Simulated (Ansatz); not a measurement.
```xyz
7

C     0.6087    0.4795    0.2808
B    -0.1445   -0.6726   -0.4744
Li   -1.7203   -2.0301    0.2607
H     0.1893   -0.7216   -1.6441
H     0.5468    0.4967    1.3706
H     0.0778    1.3818   -0.0779
H     1.6517    0.6259   -0.0270
```

Geometry: PBE0-D4/def2-TZVP.

Level of theory: Ansatz 0.2.0, isolated molecule in a Gaussian basis; Kohn-Sham density functional theory, functional PBE0.

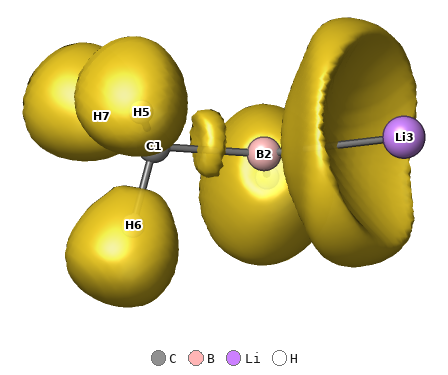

CH4BLi (SMILES [Li][BH]C). Isosurface of the electron localisation function at 0.9 (yellow), seen from one side. Only the valence region is drawn (cores and ρ < 0.01 e/Å³ removed).

Q: Identify the bonds, lone pairs and shells in this picture.

A: The surface consists of one region between bonded B–C atoms (shared pairs), four regions around hydrogen nuclei and one lobe of the valence shell of Li pointing towards B. Profiles from the grid: C–B (1.57 Å): the ELF peaks at about 0.95 between the atoms, as expected for a covalent bond. Li–B (2.21 Å): the ELF peaks at about 1 in the valence shell of B, 1.0 Å from its nucleus, and is about 1 at the midpoint.
